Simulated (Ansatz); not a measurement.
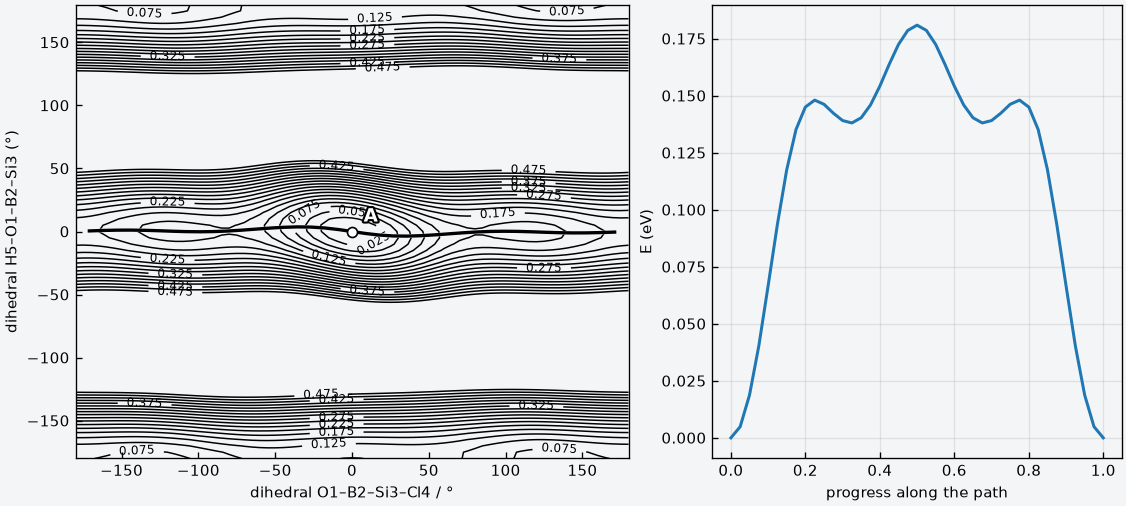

BClH₄OSi, SMILES OB[SiH2]Cl. 
- First axis: dihedral O1–B2–Si3–Cl4. Second axis: dihedral H5–O1–B2–Si3.
- Nothing is relaxed (all other coordinates rigid).
- The scan uses an 18 × 18 grid; 186 points were computed and 138 follow by symmetry.
- Points are written as (first, second).
- All energies are given in eV relative to the lowest grid point.
- These are results of RHF/def2-SVP in Ansatz, not measurements.

Drawn: contour lines labelled in eV (none above 0.475), a line along the lowest path, the energy along the path at the right, the start A. Between grid points the surface is interpolated.

Describe the path and its barrier.

The easiest path leads from the well at (0°, 0°) to its copy one period on. Its highest point lies about 0.18 eV above the bottom of the first well on the interpolated surface, at (−180°, 0°). The start is the relaxed structure and all else is held, so a fully relaxed path at this level can only be lower. On the way the path dips through a shallower well, about 0.01 eV deep.
